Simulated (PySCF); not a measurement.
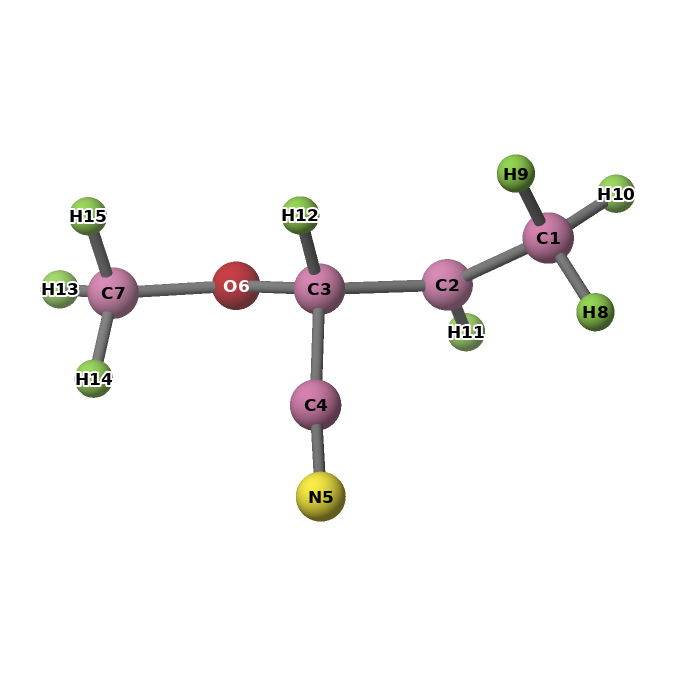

The species is neutral and a spin doublet. The computed structure is the end point of a GFN2-xTB optimisation. No frequency run is at hand to confirm it as a minimum. Computed with UKS B3LYP, pcH-1 on C H N O, non-relativistic (PySCF 2.14.0). Fermi-contact and spin-dipolar terms alone, no spin-orbit part.

> Which nucleus has the largest dipolar (anisotropic) hyperfine coupling?

13C at C2: principal values −81.5, −80.7, 162.1 MHz.

List the isotropic and dipolar parts for the most strongly coupled nuclei, one of each equivalent set.

```tsv
atom	isotope	a_iso (MHz)	dipolar part (MHz)
C2	13C	98.1	−81.5, −80.7, 162.1
H11	1H	−60.4	−38.1, −1.0, 39.2
H12	1H	35.1	−5.6, −4.0, 9.6
H10	1H	67.9	−4.9, −4.4, 9.4
C4	13C	80.4	−6.2, −2.4, 8.7
H8	1H	150.5	−5.4, −3.2, 8.6
H9	1H	17.9	−4.6, −4.0, 8.6
N5	14N	1.9	−3.3, −2.9, 6.3
```
